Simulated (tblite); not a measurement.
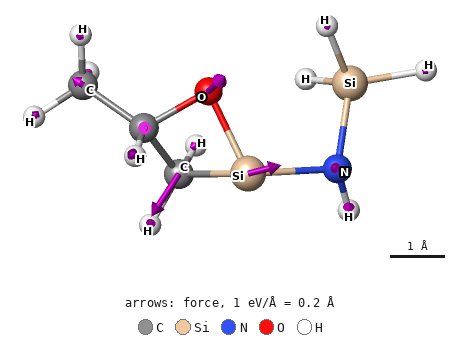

Starting geometry of C3H10NOSi2 (multiplicity 2) with the computed forces as purple arrows. The picture is a ball-and-stick view, seen face on.

Computed with GFN2-xTB geometry optimisation, gas phase (tblite). 

### Is this structure relaxed? If not, where do the atoms go?

It isn't relaxed: the largest force vector, on a C atom, is 4.82 eV/Å. The final displacements have little in common with the starting forces (cosine between the two patterns 0.23). The energy falls by 211.0 kJ/mol in 109 geometry steps. The largest move after the best rigid fit is that of an H atom, 1.38 Å. Largest moves by element: H 1.38 Å, O 1.04 Å, C 0.67 Å, N 0.53 Å, Si 0.46 Å. Some distances before and after: C–Si 1.840 → 1.935 Å, O–Si 1.724 → 1.669 Å, N–Si 1.770 → 1.728 Å, N–Si 1.785 → 1.744 Å. Bond angles that change, for instance: Si–N–Si 107.6° → 128.3°, C–C–O 87.1° → 101.0°, C–O–Si 86.5° → 97.2°. The run took 0.51 s on 1 thread of AMD EPYC 9R45 96-Core Processor (shared host).
